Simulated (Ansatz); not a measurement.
# Structural relaxation of generalised stacking fault on (110) of a LiCl-LiBr solid solution (56 atoms)

Wanted: the relaxed structure of generalised stacking fault on (110) of a LiCl-LiBr solid solution (56 atoms) and its electronic structure.

Main program and level: Ansatz 0.2.0; Kohn-Sham DFT, PBE, PAW (set soft_2), plane waves.

## 1. Starting point

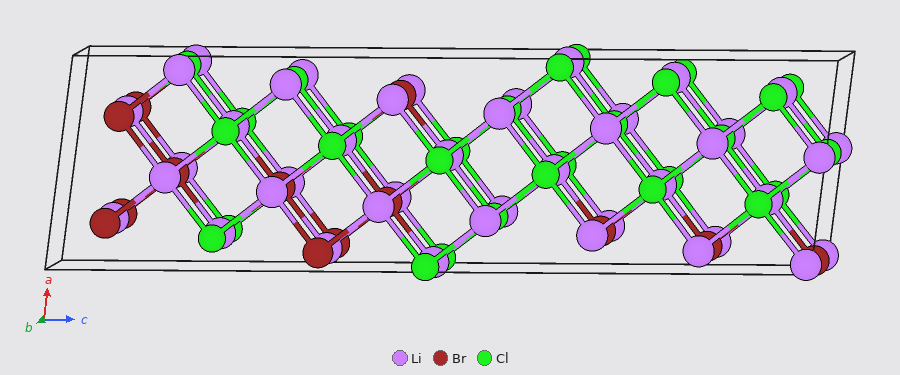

The starting structure, seen from the side, with the c axis across the page (lithium purple, bromine red, chlorine green). Some periodic images of atoms are drawn too.

The cell holds 56 atoms: 28 Li, 10 Br and 18 Cl. Its edges and angles: a = 7.448 Å, b = 5.266 Å, c = 26.488 Å, α = 90.0°, β = 82.6°, γ = 90.0°. It derives from LiCl and LiBr. Rock-salt LiCl lattice (a = 5.2663 Å, the value set for the mixture), cell with z along [110], 2 x 1 x 7 periods; the third cell vector is tilted by 0.917 of 1/2[1-10] and lengthened by 0.2 Å, so the cell holds one fault; displaced by a Gaussian of 0.01 Å; 10 of 28 Cl sites given to Br at random (lattice constant by Vegard's rule between LiCl and LiBr).

What the set-up can't give: The cell is under 6 Å thick along one periodic direction, so every atom has periodic images of itself close by, which move with it and show among its neighbours and in g(r). Atoms were free to move along the slip, so the relaxation can undo part or all of it. The host structure and its lattice constant were typed by rule, without a check against the phase diagram.

## 2. Single point at the start

A single point comes first, to see the forces before anything moves.

input.yaml

```yaml
crystal:
  lattice:
    - [7.44767, 0.0, 0.0]
    - [0.0, 5.2663, 0.0]
    - [3.41349, 0.0, 26.26686]
  atoms:
    - { symbol: Li, position: [0.54713, 0.00218, 0.992] }
    - { symbol: Br, position: [0.71739, 0.0014, 0.07085] }
    - { symbol: Li, position: [0.93552, 0.99891, 0.14148] }
    - { symbol: Cl, position: [0.65157, 0.00223, 0.21221] }
    - { symbol: Li, position: [0.87118, 0.00101, 0.28303] }
    - { symbol: Cl, position: [0.58692, 0.00063, 0.35393] }
    - { symbol: Li, position: [0.80376, 0.00064, 0.42515] }
    - { symbol: Cl, position: [0.52252, 0.00185, 0.49638] }
    - { symbol: Li, position: [0.74226, 0.00041, 0.56668] }
    - { symbol: Cl, position: [0.45888, 0.00094, 0.63754] }
    - { symbol: Li, position: [0.67664, 0.00077, 0.70841] }
    - { symbol: Cl, position: [0.39291, 0.99799, 0.77951] }
    - { symbol: Li, position: [0.6097, 0.9998, 0.85007] }
    - { symbol: Cl, position: [0.32801, 0.00101, 0.92026] }
    - { symbol: Li, position: [0.04684, 0.00418, 0.99257] }
    - { symbol: Br, position: [0.21851, 0.00428, 0.07067] }
    - { symbol: Li, position: [0.43419, 0.00107, 0.14098] }
    - { symbol: Cl, position: [0.15092, 0.00244, 0.2126] }
    - { symbol: Li, position: [0.36939, 0.00086, 0.28323] }
    - { symbol: Br, position: [0.08687, 0.99656, 0.35332] }
    - { symbol: Li, position: [0.30394, 0.00205, 0.42486] }
    - { symbol: Cl, position: [0.02438, 0.99816, 0.49573] }
    - { symbol: Li, position: [0.24065, 0.00032, 0.5666] }
    - { symbol: Cl, position: [0.95987, 0.00087, 0.63782] }
    - { symbol: Li, position: [0.17656, 0.99943, 0.70851] }
    - { symbol: Cl, position: [0.89301, 0.99911, 0.77891] }
    - { symbol: Li, position: [0.10625, 0.99848, 0.84995] }
    - { symbol: Cl, position: [0.82746, 0.99613, 0.92143] }
    - { symbol: Li, position: [0.22054, 0.5052, 0.07052] }
    - { symbol: Cl, position: [0.9382, 0.4995, 0.14101] }
    - { symbol: Li, position: [0.15317, 0.5011, 0.2122] }
    - { symbol: Cl, position: [0.87022, 0.50118, 0.28328] }
    - { symbol: Li, position: [0.08653, 0.49792, 0.35374] }
    - { symbol: Br, position: [0.80255, 0.49807, 0.42484] }
    - { symbol: Li, position: [0.02481, 0.49838, 0.49532] }
    - { symbol: Cl, position: [0.74, 0.49676, 0.56652] }
    - { symbol: Li, position: [0.96096, 0.49957, 0.63784] }
    - { symbol: Cl, position: [0.674, 0.50368, 0.70815] }
    - { symbol: Li, position: [0.8929, 0.50033, 0.77933] }
    - { symbol: Cl, position: [0.61111, 0.49983, 0.85063] }
    - { symbol: Li, position: [0.82617, 0.50126, 0.92124] }
    - { symbol: Cl, position: [0.54705, 0.50093, 0.99157] }
    - { symbol: Li, position: [0.71869, 0.50282, 0.07082] }
    - { symbol: Br, position: [0.43418, 0.50002, 0.14193] }
    - { symbol: Li, position: [0.65281, 0.49862, 0.21185] }
    - { symbol: Br, position: [0.37057, 0.50284, 0.28276] }
    - { symbol: Li, position: [0.58886, 0.49897, 0.3542] }
    - { symbol: Br, position: [0.30342, 0.50279, 0.42484] }
    - { symbol: Li, position: [0.52332, 0.49823, 0.49621] }
    - { symbol: Cl, position: [0.23881, 0.49874, 0.56729] }
    - { symbol: Li, position: [0.45772, 0.49871, 0.6377] }
    - { symbol: Br, position: [0.17511, 0.49958, 0.70849] }
    - { symbol: Li, position: [0.39259, 0.50001, 0.77954] }
    - { symbol: Br, position: [0.10814, 0.50152, 0.85002] }
    - { symbol: Li, position: [0.32684, 0.49745, 0.92088] }
    - { symbol: Br, position: [0.04434, 0.50399, 0.99235] }
kpoints:
  mp_grid: { grid: [2, 3, 1] }
hamiltonian:
  xc: pbe
scf:
  occupations: { method: fermi_dirac, width: 0.05 }
output:
  forces: true
  stress: true
  populations: true
  dos:
    method: { smearing: { sigma: 0.1 } }
    de: 0.1
    projected: { site_lists: { Br: [Br], Cl: [Cl], Li: [Li] } }
  eigenvalues: true
```

Run with:

```console
$ ansatz run input.yaml --threads 4 --pin off --max-ram 8192MiB --backend cpu --events-out ev --progress --plain --runs-dir out
```

Numbers of over 12 decimals in the logs are rounded to 6 here.

Output:

```text
Engine: ansatz 0.2.0, aarch64-unknown-linux-gnu
Pseudopotentials: kind: paw
Pseudopotential: Li, paw, valence charge 3, recommended cutoff 420 eV (normal), Li.paw.azcp
Pseudopotential: Br, paw, valence charge 7, recommended cutoff 420 eV (normal), Br.paw.azcp
Pseudopotential: Cl, paw, valence charge 7, recommended cutoff 420 eV (normal), Cl.paw.azcp
[... 5 lines on functional and potentials left out ...]
Crystal: 56 atoms, lattice volume = 1030.230 Å³
Basis set: ecut = 420 eV, 20199 PW (Γ), exchange–correlation on 100×72×360 points (8 copies of the dense FFT grid, shifted against one another)
Bands: 196, of which v1, the nominal top of the filled ones, is band 140 counted from 1 (139 counted from 0)
Symmetry: 1 space group operations
Space group: P1 (ITA 1), of the structure as read, at distance tolerance 1.0e-4 Å
k-points: 4 of 6 (time reversal used)
[... 7 lines on functional and potentials left out ...]
Initial density: superposition of atomic densities (neutral atoms: chi_scale 0, normalization atom), corrected by the library's trained network
Initial wavefunctions: pseudopotential atomic-orbital guess
Functional: x = pbe(κ = 0.804, μ = 0.219515), c = pbe(β = 0.066725)
SCF iter   1: F=—  HF=-53089.674430 eV  |F-HF|=—  |Δ(HF+E_count)|=         —  Δρ=2.97e-4  dr2=2.66e-3  ethr=1.77e-3  ⟨swp⟩=13.0  Hψ=4575  notcnv=0  defer=60
preconditioner: auto → Resta (q_TF=auto, 2.196 Å⁻¹)  ε∞=2.9  [insulator: Δε(μ)=5.399 eV  Ē_g=12.458 eV  σ=0.050 eV  W_gap=1.00  n_scr=188 (ndim 8)  ℏωp=17.3 eV  f_vac=0.000  D(μ)=0.00/eV (n_scr^D=0)  ε∞_Penn≈2.9]
SCF iter   2: F=—  HF=-53089.672651 eV  |F-HF|=—  |Δ(HF+E_count)|=   1.78e-3  Δρ=2.08e-4  dr2=9.62e-4  ethr=9.52e-7  ⟨swp⟩=3.2  Hψ=1704  notcnv=0  defer=83
SCF iter   3: F=—  HF=-53089.672149 eV  |F-HF|=—  |Δ(HF+E_count)|=   5.02e-4  Δρ=1.08e-4  dr2=1.29e-4  ethr=3.43e-7  ⟨swp⟩=2.0  Hψ=1036  notcnv=0  defer=83
SCF iter   4: F=—  HF=-53089.672118 eV  |F-HF|=—  |Δ(HF+E_count)|=   3.07e-5  Δρ=4.03e-5  dr2=1.72e-5  ethr=4.59e-8  ⟨swp⟩=2.0  Hψ=890  notcnv=0  defer=83
SCF iter   5: F=—  HF=-53089.671538 eV  |F-HF|=—  |Δ(HF+E_count)|=   5.80e-4  Δρ=1.20e-5  dr2=1.61e-6  ethr=6.14e-9  ⟨swp⟩=2.0  Hψ=1196  notcnv=0  defer=85
SCF iter   6: F=-53089.671538 eV  HF=-53089.671538 eV  |F-HF|=2.71e-9  |Δ(HF+E_count)|=   4.96e-7  Δρ=2.22e-6  dr2=7.77e-8  ethr=3.57e-11  ⟨swp⟩=19.0  Hψ=5775  notcnv=0
SCF 1 converged in 6 iterations: F = -53089.671538 eV  dr2 = 7.77e-8
  greatest PAW one-centre occupation: 1.000 electrons in one spin orbital (limit 2), on the Li atom at site 28 (counted from 0), in its partial waves of l = 0
SCF converged after 6 iterations
Free energy (F): -53089.671538 eV
Harris-Foulkes:  -53089.671538 eV  (|F-HF|=2.71e-9)
Internal energy: -53089.671538 eV  (E = F + TS)
E sigma→0 (E₀):  -53089.671538 eV
Fermi energy:    4.794085 eV
--- Per-component energies (eV) ---
  E_band       = -2893.522647
  E_kinetic    = 4863.340322
  E_local      = -9112.981727  (includes V_loc(G=0)·N_el)
  E_nonlocal   = 286.978663
  E_hartree    = 2567.756617
  E_xc         = -4896.032885
  E_vxc        = -3648.214251  (∫ρ·V_xc dr)
  E_paw        = -34923.268856  (= ΣΔE_a)
  E_vpaw       = -418.169312  (= ΣTr[D̂ρ^β])
  E_aug_tail   = 0.002039  (compensation charges beyond the density's cutoff)
  E_ewald      = -11875.465711
  E_smearing   = -0.000000  (= −TS)
  E_closure    = 0.000000  (closes the sum)
  Σ components = -53089.671538   (vs F -53089.671538, Δ=0.00e0)
--- Forces (eV/Å), atoms counted from 1 ---
  atom   1  Li    -0.07225009    -0.00403759    -0.23218061
  atom   2  Br     0.17834251     0.00032131    -0.17297111
  atom   3  Li     0.00776721     0.00739221     0.21773572
  atom   4  Cl     0.08388385    -0.01454941     0.02193217
  atom   5  Li    -0.14692101    -0.00045102    -0.14162738
  atom   6  Cl     0.02485165     0.00775335    -0.00969127
  atom   7  Li    -0.11915623    -0.01884064     0.11308093
  atom   8  Cl    -0.00409137    -0.02836624     0.02742803
  atom   9  Li    -0.01304385     0.00018693     0.01539423
  atom  10  Cl     0.02704983    -0.01294047    -0.02280232
  atom  11  Li    -0.01282893    -0.00487084    -0.01016338
  atom  12  Cl     0.05835295     0.03283502    -0.00617968
  atom  13  Li    -0.00757879    -0.00192231     0.00464798
  atom  14  Cl     0.05791086     0.00956516     0.10543364
[...]
atom  55  Li     0.24328328     0.00716057     0.04036706
  atom  56  Br    -0.13688119    -0.03257841     0.10931734
  max |Σ_I F_I| component: 1.24e-4 eV/Å
--- Stress (GPa, compression-positive) ---
        0.505028      -0.004512       0.132403
       -0.004512       0.311742       0.000754
        0.132403       0.000754       0.150961
  P = ⅓ Tr σ = 0.3226 GPa (3.226 kbar)
--- Band table (eV) ---
  k-point 0: bands = ["-42.1892", "-42.1871", "-42.1732", "-42.1717", [... 180 levels ...], "11.0131", "11.0551", "11.0897", "11.1644", "11.2254", "11.2401", "11.2909", "11.3378", "11.3511", "11.4006", "11.4254", "11.4590"]
[...]
--- Löwdin populations: 56 sites ---
  site symbol       q [e]
     0     Li      2.3304
     1     Br      7.5499
     2     Li      2.3399
[...]
55     Br      7.5475
  spilling = 0.006199 (of n_electrons = 280.000000)
```

The job ended after 40 s (4 threads of Arm Neoverse V2, shared host; peak memory 2.9 GiB).

Read from the output:

- free energy: -53089.6715 eV
- free energy per atom: -948.0298 eV/atom
- SCF cycles: 6
- pressure: 0.3226 GPa
- r.m.s. force component: 0.08928 eV/Å
- longest force: 0.2787 eV/Å
- Fermi energy: 4.794 eV
- gap (highest filled to lowest empty level): 5.438 eV
- spilling of the projection: 0.006199

The r.m.s. force component of 0.089 eV/Å and the pressure of 0.32 GPa set the starting point.

Neighbours are counted within 2.88 Å (Li-Cl), 2.90 Å (Li-Br).

Length of the force by element and coordination:

```tsv
element	coordination	atoms	mean length of the force (eV/Å)	spread	least	most
Br	all	10	0.116	0.0703	0.0246	0.248
Br	5	3	0.215	0.0288	0.178	0.248
Br	6	7	0.0738	0.0274	0.0246	0.111
Cl	all	18	0.0682	0.0246	0.0278	0.121
Cl	5	1	0.106	0	0.106	0.106
Cl	6	17	0.066	0.0234	0.0278	0.121
Li	all	28	0.171	0.0929	0.0091	0.279
Li	5	4	0.167	0.0832	0.0527	0.249
Li	6	24	0.172	0.0944	0.0091	0.279
```

## 3. Relaxation

With the cell held, the atoms are moved downhill towards a nearby minimum.

input.yaml, the sections that differ from step 2:

```yaml
output:
  forces: true
relax:
  f_tol: 0.05
  max_steps: 200
# crystal, kpoints, hamiltonian, scf: as in step 2
```

Output:

```text
[...]
Crystal: 56 atoms, lattice volume = 1030.230 Å³
Basis set: ecut = 420 eV, 20199 PW (Γ), exchange–correlation on 100×72×360 points (8 copies of the dense FFT grid, shifted against one another)
Bands: 196, of which v1, the nominal top of the filled ones, is band 140 counted from 1 (139 counted from 0)
Symmetry: 1 space group operations
[...]
k-points: 4 of 6 (time reversal used)
[...]
SCF iter   1: F=—  HF=-53089.674430 eV  |F-HF|=—  |Δ(HF+E_count)|=         —  Δρ=2.97e-4  dr2=2.66e-3  ethr=1.77e-3  ⟨swp⟩=13.0  Hψ=4575  notcnv=0  defer=60
[...]
SCF iter   6: F=-53089.671538 eV  HF=-53089.671538 eV  |F-HF|=1.28e-8  |Δ(HF+E_count)|=   1.16e-7  Δρ=1.84e-6  dr2=5.33e-8  ethr=3.17e-10  ⟨swp⟩=1.0  Hψ=1836  notcnv=0
SCF 1 converged in 6 iterations: F = -53089.671538 eV  dr2 = 5.33e-8
[...]
relax step   1: F+E_penalty+E_count = -53089.67153814 eV  Δ(F+E_penalty+E_count) = +0.000e0 eV  max|allowed force component| = 2.773e-1 eV/Å  Δτ_max = 0.0000 Å  (6 SCF iters, dr2 threshold 6.25e-5 eV, accepted)
[...]
relax step   2: F+E_penalty+E_count = -53089.97094267 eV  Δ(F+E_penalty+E_count) = -2.994e-1 eV  max|allowed force component| = 2.545e-1 eV/Å  Δτ_max = 0.1907 Å  (5 SCF iters, dr2 threshold 4.81e-6 eV, accepted)
[...]
relax step   3: F+E_penalty+E_count = -53090.03693634 eV  Δ(F+E_penalty+E_count) = -6.599e-2 eV  max|allowed force component| = 3.004e-2 eV/Å  Δτ_max = 0.1125 Å  (5 SCF iters, dr2 threshold 4.05e-6 eV, accepted)
[...]
relax step   4: F+E_penalty+E_count = -53090.03693696 eV  Δ(F+E_penalty+E_count) = -6.246e-7 eV  max|allowed force component| = 3.005e-2 eV/Å  Δτ_max = 0.0000 Å  (4 SCF iters, accepted)
SCF converged after 4 iterations
Free energy (F): -53090.036937 eV
[...]
Internal energy: -53090.036937 eV  (E = F + TS)
E sigma→0 (E₀):  -53090.036937 eV
Fermi energy:    4.936823 eV
[...]
--- Forces (eV/Å), atoms counted from 1 ---
  atom   1  Li     0.00188233    -0.00167461    -0.00484002
  atom   2  Br     0.00390306     0.00233183     0.00618068
  atom   3  Li    -0.00068402     0.00034103    -0.00432903
  atom   4  Cl    -0.01460882     0.00086713    -0.00243841
  atom   5  Li     0.02459439    -0.00019550    -0.01638186
  atom   6  Cl    -0.00159840    -0.00106291     0.02249652
  atom   7  Li     0.00278305    -0.00071380    -0.00466663
  atom   8  Cl     0.00325940     0.00091409    -0.00828289
  atom   9  Li    -0.00465188    -0.00168188     0.00474162
  atom  10  Cl    -0.00432788    -0.00050200    -0.01321444
  atom  11  Li     0.00030898     0.00248182     0.01366392
  atom  12  Cl    -0.01318231    -0.00101968    -0.01457682
  atom  13  Li    -0.00580085    -0.00022923     0.01324046
  atom  14  Cl    -0.02316814    -0.00113373    -0.00470199
[...]
atom  55  Li    -0.01989829     0.00084941    -0.00870722
  atom  56  Br     0.00073439     0.00251468     0.00866815
  max |Σ_I F_I| component: 1.29e-4 eV/Å
--- Relaxed structure (4 steps of the walk, 4 accepted, 0 SCFs on fresh bases) ---
  F+E_penalty+E_count = -53090.03693696 eV   max|allowed force component| = 3.005e-2 eV/Å
  atoms:
    - { symbol: Li, position: [0.530945, 0.00135238, 0.988472] }
    - { symbol: Br, position: [0.738435, 0.000442993, 0.065758] }
    - { symbol: Li, position: [0.949678, 1.000243, 0.142392] }
    - { symbol: Cl, position: [0.668106, 0.00056997, 0.211285] }
[...]
- { symbol: Br, position: [0.027626, 0.500118, 0.992110] }
```

Run time: 67 s. Hardware: 4 threads; peak memory 3 GiB; 3.4 min of CPU time.

Step by step:

```tsv
step	energy less that of the first step (eV)	largest force component (eV/Å)
1	0.0000	0.2773
2	-0.2994	0.2545
3	-0.3654	0.0300
4	-0.3654	0.0301
```

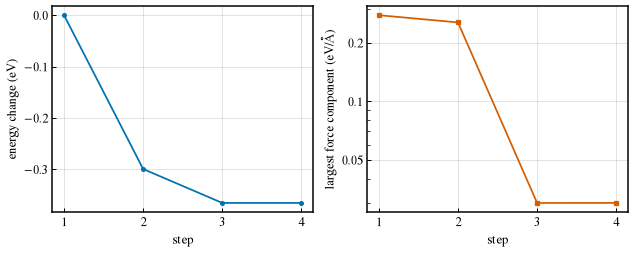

Energy and largest force along the relaxation.

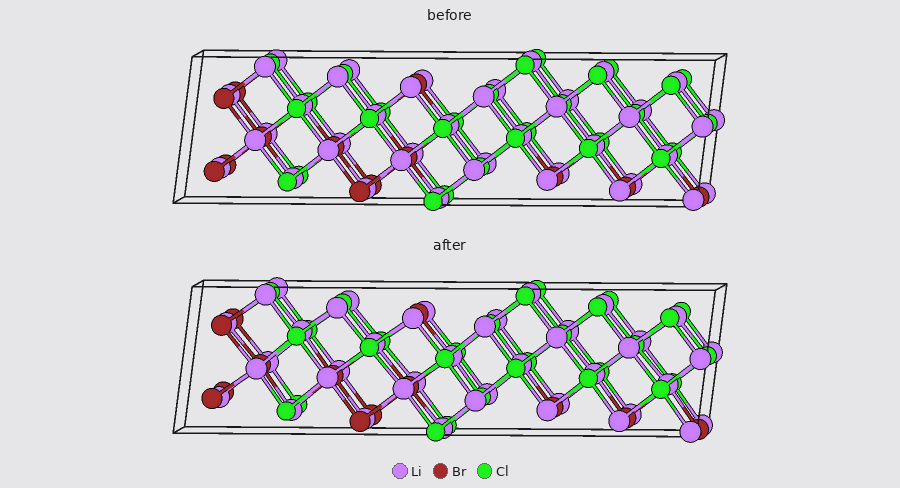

Before and after, at one scale.

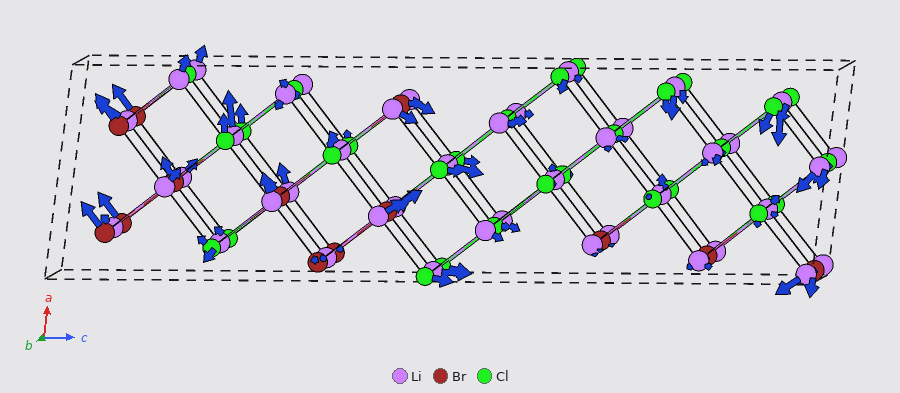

Displacements in the relaxation, exaggerated; the longest in the cell stands for 0.23 Å. Some periodic images of atoms are drawn too.

The atoms that moved most (Å):

```tsv
atom	dx	dy	dz	length
Li45	0.220	0.008	-0.054	0.227
Li41	-0.218	0.005	0.011	0.218
Br2	0.139	-0.005	-0.134	0.193
Br16	0.133	-0.021	-0.137	0.192
Li35	0.016	0.011	0.186	0.187
Li43	0.073	-0.012	-0.169	0.184
Li15	-0.118	-0.022	-0.137	0.182
Li49	-0.021	0.008	0.176	0.177
```

The relaxation changed the energy by -6.53 meV/atom, and atoms moved by 0.11 Å r.m.s., 0.23 Å at most.

## 4. Local order after relaxation

Bonds before and after, by the cutoffs listed below:

```tsv
pair	bonds before	bonds after	mean before (Å)	mean after (Å)	spread before (Å)	spread after (Å)
Li-Cl	108	108	2.637	2.611	0.037	0.054
Li-Br	60	60	2.648	2.694	0.082	0.052
```

Density 2.63 g/cm³, 18.40 Å³ an atom.

g(r), total and by pair (bins of 0.2 Å):

```tsv
r (Å)	total	Li-Li	Li-Cl	Li-Br	Cl-Cl	Cl-Br	Br-Br
2.40	0.09	0.00	0.27	0.00	0.00	0.00	0.00
2.60	5.05	0.00	12.11	6.50	0.00	0.00	0.00
2.80	1.18	0.00	0.54	5.63	0.00	0.00	0.00
3.00	0.00	0.00	0.00	0.00	0.00	0.00	0.00
3.20	0.00	0.00	0.00	0.00	0.00	0.00	0.00
3.40	0.07	0.27	0.00	0.00	0.00	0.00	0.00
3.60	1.79	4.33	0.00	0.00	6.00	0.51	0.60
3.80	4.29	7.44	0.00	0.00	6.88	11.60	12.20
4.00	0.16	0.59	0.00	0.00	0.00	0.15	0.00
4.20	0.00	0.00	0.00	0.00	0.00	0.00	0.00
4.40	0.55	0.00	1.23	0.88	0.00	0.00	0.00
4.60	1.93	0.00	3.66	4.24	0.00	0.00	0.00
4.80	0.31	0.00	0.73	0.46	0.00	0.00	0.00
5.00	0.03	0.12	0.00	0.00	0.00	0.00	0.00
5.20	1.13	2.25	0.00	0.00	2.85	1.57	2.94
5.40	0.39	0.68	0.00	0.00	0.62	1.03	1.14
5.60	0.03	0.10	0.00	0.00	0.00	0.00	0.00
5.80	2.78	0.00	6.68	3.53	0.00	0.00	0.00
6.00	2.12	0.00	3.09	6.29	0.00	0.00	0.00
6.20	0.27	0.48	0.32	0.23	0.00	0.00	0.00
6.40	2.75	4.94	0.00	0.00	6.25	6.11	5.50
6.60	1.31	2.95	0.00	0.00	1.99	2.60	2.31
6.80	0.01	0.05	0.00	0.00	0.00	0.00	0.00
7.00	0.00	0.00	0.00	0.00	0.00	0.00	0.00
7.20	0.01	0.04	0.00	0.00	0.00	0.00	0.00
7.40	1.10	2.11	0.00	0.00	2.53	2.02	2.38
7.60	0.45	0.91	0.00	0.00	0.66	1.08	0.86
7.80	1.68	0.09	3.38	3.21	0.00	0.00	0.00
```

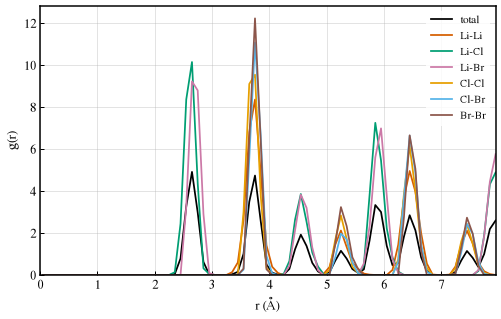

Pair distribution functions, lightly smoothed.

Bonds by pair of elements; cutoffs follow the first minimum of g(r), held within bounds set by covalent radii, and pairs that aren't listed don't count as bonded:

```tsv
pair A-B	cutoff (Å)	bonds	mean length (Å)	spread (Å)	shortest (Å)	B about A	A about B
Li-Cl	3.06	108	2.61	0.054	2.47	3.86	6
Li-Br	3.18	60	2.69	0.052	2.63	2.14	6
```

How many atoms have how many bonded neighbours:

```tsv
element	mean	6
Br	6	10
Cl	6	18
Li	6	28
```

Bond angles (no mean is given where the spread exceeds 20°):

```tsv
angle	count	mean (°)	spread (°)
Li-Cl-Li	270	-	-
Br-Li-Cl	184	-	-
Cl-Li-Cl	178	-	-
Li-Br-Li	150	-	-
Br-Li-Br	58	-	-
```

By these cutoffs all Br atoms have 6, all Cl atoms have 6 and all Li atoms have 6 bonded neighbours.

[end of part 1 of 2]

[Logs are printed without paths, hosts, clocks, repeated set-up lines and the standing remarks that a program may print on its own settings, such as how far it seeks lower states.]

[Hosts, paths, dates, database ids (printed as entryN), source tags and the programs' standing remarks are cut or masked in the printed files.]
